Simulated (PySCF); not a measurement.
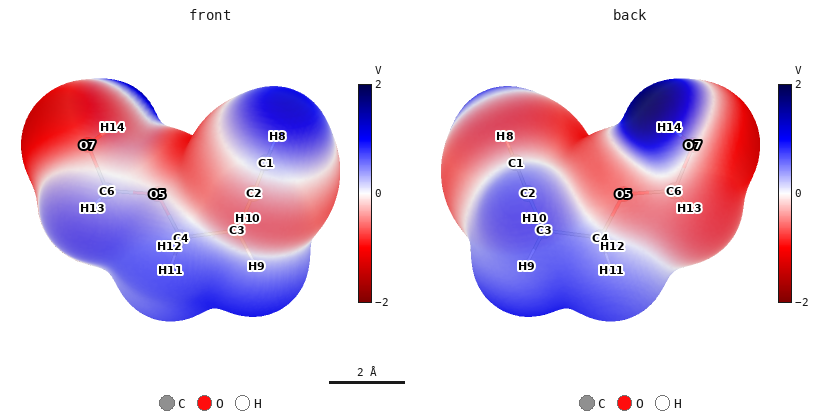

Figure. C5H7O2 (SMILES C#CCCO[CH]O) (doublet). The electrostatic potential painted on the density surface at 0.001 e/bohr³, seen from the front and from behind; the colour scale runs from red (negative) to blue (positive).

Geometry: GFN2-xTB.

Theory: UKS B3LYP, pcH-1 on C H O, non-relativistic, mean-field spin-orbit, GIAO in PySCF 2.14.0, density-fitted response routines.

```xyz
14

C     2.2603    1.6513    0.1518
C     1.8546    0.5602   -0.1232
C     1.3258   -0.7535   -0.4311
C    -0.0339   -0.9712    0.2381
O    -0.9699   -0.1140   -0.3677
C    -2.1875   -0.0041    0.2680
O    -2.9718    0.9965   -0.2287
H     2.6279    2.6059    0.3824
H     2.0228   -1.5188   -0.0808
H     1.2091   -0.8494   -1.5135
H    -0.3497   -2.0181    0.1117
H     0.0321   -0.7580    1.3146
H    -2.1988   -0.0670    1.3505
H    -2.6216    1.2398   -1.0943
```

Describe the electrostatic potential map.

The most negative region (about −1.3 V) lies over O7, the most positive (about +1.8 V) over H14. O7 is the likeliest acceptor of a hydrogen bond.
